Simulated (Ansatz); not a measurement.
# BSiH5 (SMILES B[SiH3]) at PBE/STO-3G

Aim: the energy change on altering one bond length of BSiH5 at PBE/STO-3G, from 2 runs. 

The results are computed with Ansatz 0.2.0.

47 further runs of the same task are left out: 47 set aside as unsound or not needed.

### 1 The structure to begin with

BSiH5 has 7 atoms, charge 0, and is taken as a singlet. SMILES: `B[SiH3]`. The shape is that of a PBE0-D4/def2-TZVP optimisation.

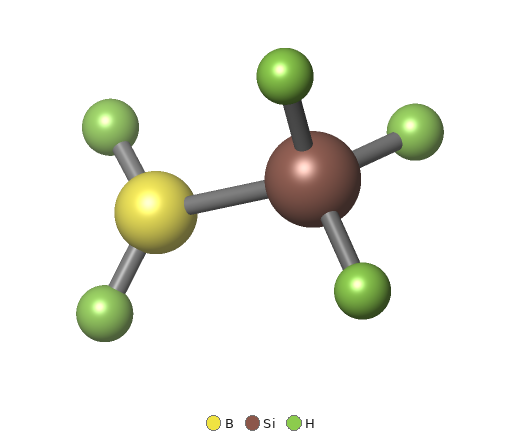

The structure, seen from a chosen angle (boron yellow, silicon brown, hydrogen green).

### 2 A single-point energy at PBE/STO-3G

The input, in.yaml:

```yaml
crystal:
  periodic: [false, false, false]
  atoms:
    - {symbol: B, position_ang: [-0.043200, -1.189000, 0.204300]}
    - {symbol: Si, position_ang: [0.089100, 0.785300, -0.148500]}
    - {symbol: H, position_ang: [-1.126000, -1.690600, 0.290100]}
    - {symbol: H, position_ang: [0.906400, -1.902500, 0.335400]}
    - {symbol: H, position_ang: [-0.616000, 1.093400, -1.427200]}
    - {symbol: H, position_ang: [-0.623600, 1.516700, 0.939600]}
    - {symbol: H, position_ang: [1.474500, 1.318800, -0.239500]}
basis:
  gaussian: {orbitals: STO-3G}
hamiltonian: {xc: pbe}
accuracy: high
```

Command:

```console
$ ansatz run in.yaml --threads 1 --pin off --max-ram 2610MiB --events-out events.jsonl --progress --plain --runs-dir runs
```

Output:

```text
Warning: RAYON_NUM_THREADS=1 ignored (pool sized by the plan → 1); use --threads N
Functional definition: PBE
  name "PBE"
  parameter kappa = 0.804
  parameter beta = 0.06672455060314922
  exchange = pbe_x(kappa = kappa, mu = beta*pi^2/3)
  correlation = pbe_c(beta = beta)
334 factors; integrals over basis functions are off by at most 1.3e-8 eV
mean field evaluation 1: about -8527.4720 eV, gradient 1.5e1 eV
mean field evaluation 2: about -8527.5798 eV, gradient 1.3e1 eV
mean field evaluation 4: about -8528.2611 eV, gradient 9.4e-2 eV
mean field evaluation 8: about -8528.1686 eV, gradient 1.6e-3 eV
mean field -8528.16857080 eV, -313.4044143765 hartree, gradient 7.6e-8 eV, S^2 0.000000; 0 other end points of the search recorded, 0 dependent functions left out
reference -8528.16857280 eV, -313.4044144500 hartree; 12, 12 occupied and 7, 7 virtual orbitals, 334 factors
Total energy: -8528.16857280 eV, -313.4044144500 hartree
```

Wall time 1.1 s (1 thread of Arm Neoverse V2, shared host); peak memory 0.097 GiB.

### 3 The distorted shape at the same level

The input, job.yaml:

```yaml
crystal:
  periodic: [false, false, false]
  atoms:
    - {symbol: B, position_ang: [-0.280567, -1.010650, 0.171530]}
    - {symbol: Si, position_ang: [-0.148267, 0.963650, -0.181270]}
    - {symbol: H, position_ang: [-1.363367, -1.512250, 0.257330]}
    - {symbol: H, position_ang: [0.906400, -1.902500, 0.335400]}
    - {symbol: H, position_ang: [-0.853367, 1.271750, -1.459970]}
    - {symbol: H, position_ang: [-0.860967, 1.695050, 0.906830]}
    - {symbol: H, position_ang: [1.237133, 1.497150, -0.272270]}
basis:
  gaussian: {orbitals: STO-3G}
hamiltonian: {xc: {name: PBE}}
accuracy: high
```

Command:

```console
$ ansatz run job.yaml --threads 1 --pin off --max-ram 2610MiB --events-out events.jsonl --progress --plain --runs-dir runs
```

Output:

```text
Warning: RAYON_NUM_THREADS=1 ignored (pool sized by the plan → 1); use --threads N
Functional definition: PBE
  name "PBE"
  parameter kappa = 0.804
  parameter beta = 0.06672455060314922
  exchange = pbe_x(kappa = kappa, mu = beta*pi^2/3)
  correlation = pbe_c(beta = beta)
334 factors; integrals over basis functions are off by at most 9.9e-9 eV
mean field evaluation 1: about -8526.4338 eV, gradient 1.6e1 eV
mean field evaluation 2: about -8526.3985 eV, gradient 1.6e1 eV
mean field evaluation 4: about -8527.3344 eV, gradient 4.6e-1 eV
mean field evaluation 8: about -8527.2241 eV, gradient 5.3e-3 eV
mean field evaluation 16: about -8527.2241 eV, gradient 2.8e-8 eV
mean field -8527.22406843 eV, -313.3697045548 hartree, gradient 2.8e-8 eV, S^2 0.000000; 0 other end points of the search recorded, 0 dependent functions left out
reference -8527.22407047 eV, -313.3697046296 hartree; 12, 12 occupied and 7, 7 virtual orbitals, 334 factors
Total energy: -8527.22407047 eV, -313.3697046296 hartree
```

Wall time 1.1 s (1 thread of Arm Neoverse V2, shared host); peak memory 0.097 GiB.

### 4 Results

At PBE/STO-3G:

| quantity | value |
| --- | --- |
| first shape: total energy | -313.40441 Eh |
| distorted shape: total energy | -313.36970 Eh |
| energy change with the B1–H4 bond stretched from 1.195 to 1.494 Å | 0.945 eV |

In words: With the B1–H4 bond stretched from 1.195 to 1.494 Å the energy rises by 0.94 eV (21.8 kcal/mol). The first shape isn't relaxed at this level, so the change isn't measured from a minimum. The minimal basis adds a large error of its own.
